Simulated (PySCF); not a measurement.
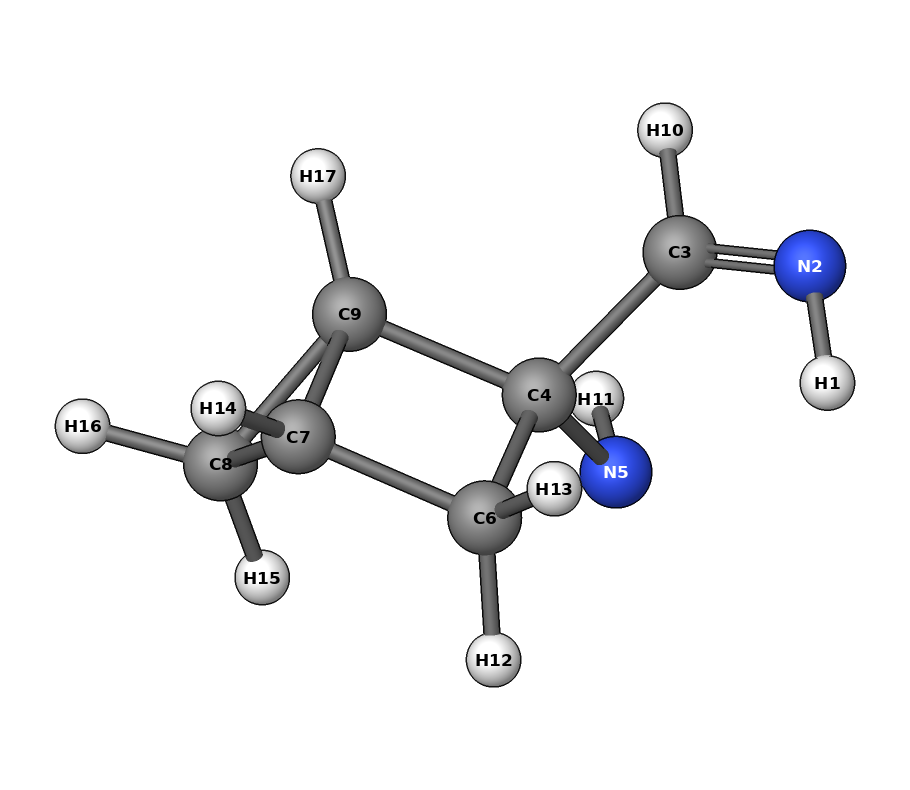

The questions are on Mulliken spin populations. Charge 0, doublet. Computed geometry: GFN2-xTB optimisation. No frequency run is at hand to confirm it as a minimum. Properties computed with UKS B3LYP, pcH-1 on C H N, non-relativistic (PySCF 2.14.0).

> Which atom carries the largest spin population?

N5 (0.89 e).

> Which atom has the lowest spin population?

C4 (−0.05 e); a negative value comes from spin polarisation.

List the Mulliken spin populations.

```
atom  value (e)
  H1       0.00
  N2       0.10
  C3       0.02
  C4      −0.05
  N5       0.89
  C6       0.02
  C7       0.00
  C8       0.00
  C9       0.04
 H10       0.01
 H11      −0.03
 H12       0.00
 H13       0.00
 H14       0.01
 H15       0.00
 H16       0.00
 H17       0.00
```

Mulliken values depend strongly on the basis set.
